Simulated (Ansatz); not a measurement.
AlFH$_{3}$NO (SMILES [NH2][Al]([OH])[F])

```xyz
7

N    -0.1352    1.2410   -0.4811
Al    0.2111   -0.3861    0.1133
O     1.7055   -0.6993    0.8849
F    -0.9310   -1.5998   -0.0885
H    -0.9912    1.5132   -0.9655
H     0.5005    2.0353   -0.3970
H     1.9393   -1.5775    1.2211
```

The calculation used Ansatz 0.2.0, RKS PBE-D4/def2-SVP.

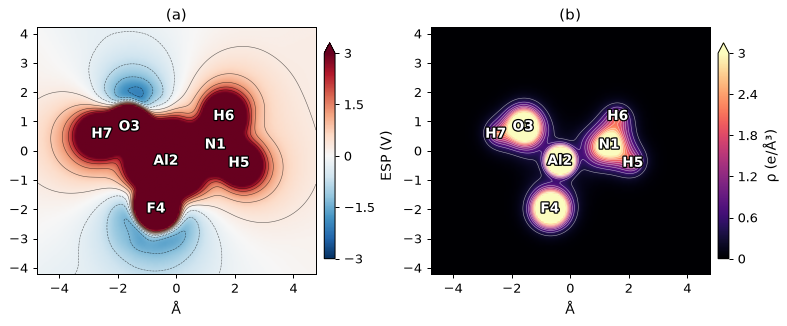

Figure 1. (a) electrostatic potential; (b) electron density on the molecular plane.

### Interpret the plot.

Atoms in the plane: N, Al, O, F and H. Al–F (1.68 Å): the density is about 0.77 e/Å³ at the midpoint. Al–O (1.71 Å): ρ at the midpoint is about 0.83 e/Å³. Al–N (1.77 Å): ρ at the midpoint is about 0.83 e/Å³. O–H (0.97 Å): ρ is about 3.6 e/Å³ halfway. N–H (1.02 Å): ρ at the midpoint is about 2.7 e/Å³. Outside the dense part of the molecule the potential is most negative (−2.0 V) near O3.

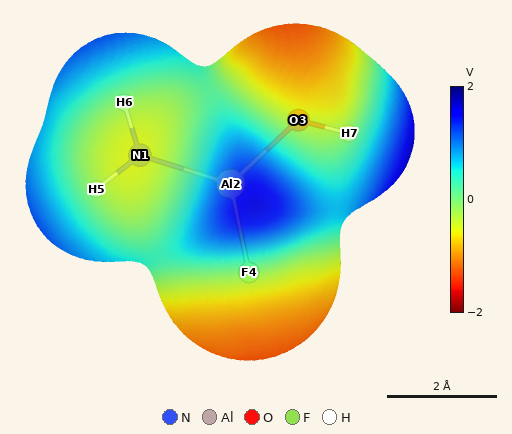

Figure 2. The electrostatic potential painted on the density surface at 0.001 e/bohr³, seen across its widest extent; the colour scale runs from red (negative) to blue (positive).

### Which sites attract a positive test charge, and which a negative one?

A positive charge is drawn to the negative regions and a negative charge to the positive ones. The most negative region (about −1.3 V, or −30 kcal/mol for a unit charge) lies over O3 and F4, the most positive (about +1.7 V, or +39 kcal/mol for a unit charge) over H7.

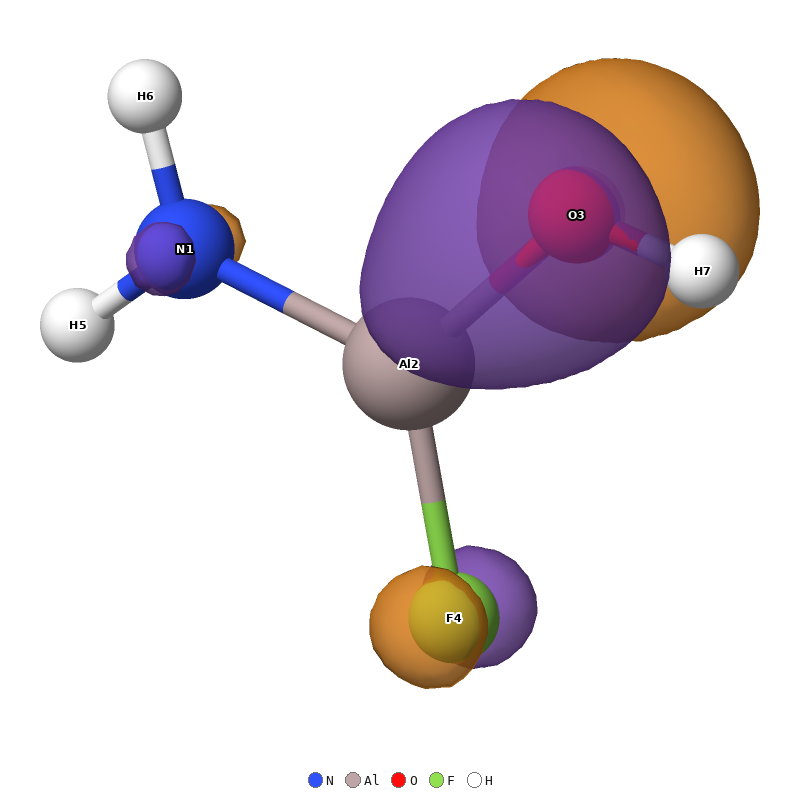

Figure 3. The HOMO−1 at ±0.15 Å⁻³ᐟ² (orange and purple are the two phases), seen at a tilt.

### What is the character of this orbital?

By Hirshfeld shares it lies mainly on O3 (about 75 %); it changes sign across the molecular plane (π type). Its energy is −7.17 eV.
